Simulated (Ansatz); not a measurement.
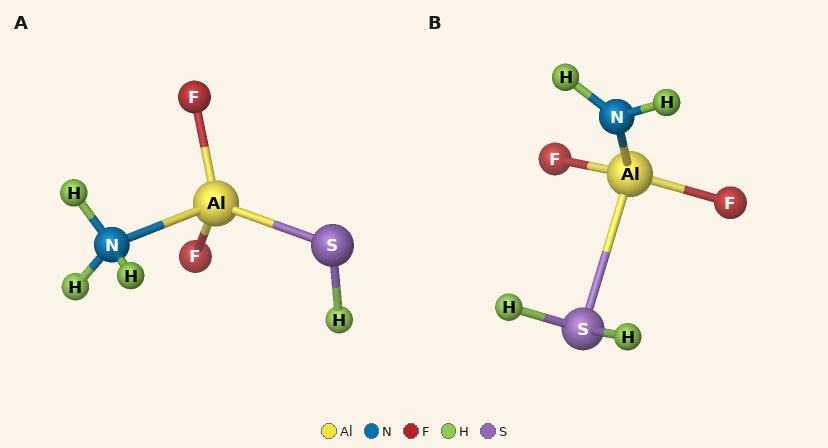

2 stationary structures of one formula. Geometries: PBE0-D4/def2-TZVP. Electronic energies: SPW92 (LDA)/def2-SVP (Ansatz 0.2.0), without zero-point energy. Each is one conformer, not always the lowest.

Which is lowest in energy, and by how much?

Answer. A is lowest (a minimum); B lies 31.7 kcal/mol above it (a minimum).
